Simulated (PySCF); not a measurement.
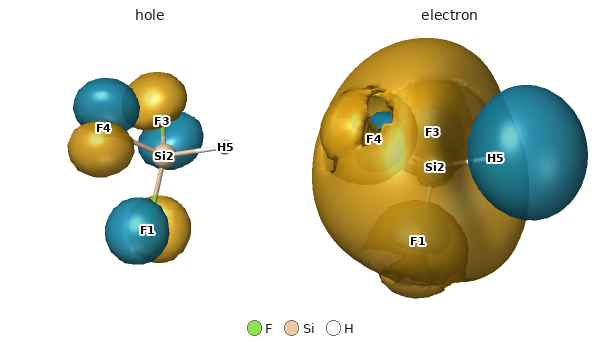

Figure 1: F₃HSi, SMILES `F[SiH](F)F`. Leading natural transition orbital pair of S₃ (full linear response singlet states); the surfaces enclose about 85 % of each orbital's density.

Computed with PySCF, B3LYP/def2-SVP, geometry: GFN2-xTB. No frequency check shows the geometry to be a minimum. Without diffuse functions Rydberg states are missing, so the states' numbers hold for this basis only.

Input script:

```python
import numpy as np
from pyscf import gto, scf, dft, tdscf
from pyscf.scf import atom_ks, atom_hf
from scipy.linalg import block_diag

def solve(mol, dm0=None, hcore=None):
    mf = (dft.UKS if mol.spin else dft.RKS)(mol, xc='b3lyp')
    mf.grids.level = 3
    mf = mf.density_fit(auxbasis='def2-universal-jkfit')
    mf.conv_tol, mf.max_cycle = 1e-8, 80
    if hcore is not None:
        mf.get_hcore = lambda *args: hcore
    mf.kernel(dm0)
    if not mf.converged:
        mf = mf.newton().run(mf.mo_coeff, mf.mo_occ, max_cycle=30)
    assert mf.converged, 'SCF not converged'
    return mf

mol = gto.M(atom='''
F     -1.39659    -0.39524    -0.25710
Si    -0.00002     0.00000     0.36760
F      1.04061    -1.01184    -0.25710
F      0.35601     1.40709    -0.25710
H      0.00009    -0.00001     1.79541
''', basis='def2-svp', charge=0, spin=0, verbose=4)
mf = solve(mol)
td = mf.TDDFT()
td.nstates, td.singlet, td.conv_tol = 6, True, 1e-5
td.kernel()
td.analyze()
x, y = np.array([p[0] for p in td.xy]), np.array([p[1] + 0 * p[0] for p in td.xy])
f, mu = td.oscillator_strength(), td.transition_dipole()
nto = [td.get_nto(state=i + 1, verbose=4) for i in range(len(td.e))]
# spherically averaged free atoms, for the promolecule
atm = atom_ks.get_atm_nrks(mol, xc='b3lyp')
pro = block_diag(*[(atm[a[0]][2] * atm[a[0]][3]) @ atm[a[0]][2].T for a in mol._atom])
np.savez('result.npz', e=td.e, f=f, ok=td.converged, w=[n[0] for n in nto], nto=[n[1] for n in nto], x=x, y=y, c=mf.mo_coeff, occ=mf.mo_occ, eps=mf.mo_energy, pro=pro, mu=mu)
```

Launched as:

```sh
OMP_NUM_THREADS=1 python input.py
```

The run took 38 s on 1 thread of Intel(R) Xeon(R) 6975P-C (Granite Rapids), on a shared host, peak memory 0.41 GiB.

Give its energy and the atoms that hole and electron lie on.

11.55 eV (107 nm), f = 0.000 (dark), partly diffuse acceptor orbital, which a basis without diffuse functions describes poorly; the leading pair carries 83 %; hole on F1, F3 and F4 (31 % each) and Si2 (6 %), electron on Si2 (49 %), H5 (18 %) and F1, F3 and F4 (11 % each) (atom shares of so diffuse an orbital are rough) (shares are of the whole state, not of the leading pair alone); their centroids lie 0.8 Å apart. In canonical orbitals it is mainly HOMO−1 → LUMO+2 (82 %). The HOMO–LUMO gap is 12.44 eV.
